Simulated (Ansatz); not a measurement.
Input

```
crystal:
  periodic: [false, false, false]
  atoms:
    - {symbol: C, position_ang: [1.211315, -1.642938, -0.206246]}
    - {symbol: N, position_ang: [0.015552, -0.991647, -0.688284]}
    - {symbol: C, position_ang: [-0.962689, -1.942732, -1.151522]}
    - {symbol: C, position_ang: [-0.536365, -0.085986, 0.287307]}
    - {symbol: N, position_ang: [0.327674, 1.046662, 0.504484]}
    - {symbol: C, position_ang: [0.401447, 1.901432, -0.657548]}
    - {symbol: C, position_ang: [-0.038955, 1.782205, 1.687984]}
    - {symbol: H, position_ang: [1.916630, -0.889588, 0.143801]}
    - {symbol: H, position_ang: [1.674689, -2.212623, -1.014835]}
    - {symbol: H, position_ang: [1.003133, -2.338060, 0.628350]}
    - {symbol: H, position_ang: [-1.320520, -2.619913, -0.353716]}
    - {symbol: H, position_ang: [-0.529130, -2.561048, -1.940721]}
    - {symbol: H, position_ang: [-1.827953, -1.420025, -1.565728]}
    - {symbol: H, position_ang: [-0.687517, -0.580343, 1.265636]}
    - {symbol: H, position_ang: [-1.534719, 0.224105, -0.075319]}
    - {symbol: H, position_ang: [-0.558520, 2.409245, -0.866529]}
    - {symbol: H, position_ang: [1.164839, 2.667819, -0.506038]}
    - {symbol: H, position_ang: [0.669226, 1.304053, -1.528738]}
    - {symbol: H, position_ang: [-1.042881, 2.241068, 1.619495]}
    - {symbol: H, position_ang: [-0.026407, 1.122840, 2.558933]}
    - {symbol: H, position_ang: [0.681140, 2.585481, 1.859256]}
basis:
  gaussian: {orbitals: def2-TZVPP}
hamiltonian: {xc: pbe0, dispersion: d4}
output: {orbitals: {seedname: orbitals}}
```

Command:

```sh
ansatz run in.yaml --threads 2 --pin off --events-out ev --progress --plain --max-ram 22528MiB --backend cuda --devices 0, --max-vram 18GiB
```

Geometry: PBE0-D4/def2-TZVP.

All numbers below come from Ansatz 0.2.0, RKS PBE0-D4/def2-TZVPP.

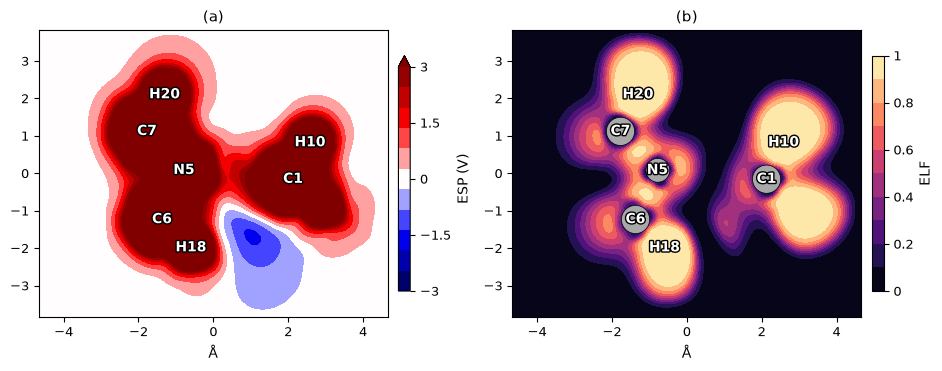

C5H14N2 (SMILES CN(C)CN(C)C). (a) molecular electrostatic potential; (b) ELF on the plane of atoms N5, C7 and H20. Grey discs cover the atomic cores in the ELF map.

> What do the fields say about this system?

- Atoms in the plane: C, N and H.
- C–N (1.44 Å): the ELF peaks at about 0.95 between the atoms (a shared electron pair).
- C–H (1.11 Å): the ELF climbs to about 1 towards the hydrogen, as it does in any bond to H (an ordinary covalent bond to hydrogen).
- Outside the dense part of the molecule the potential is most negative (−1.5 V) near N2 and N5, which lies off the plane.
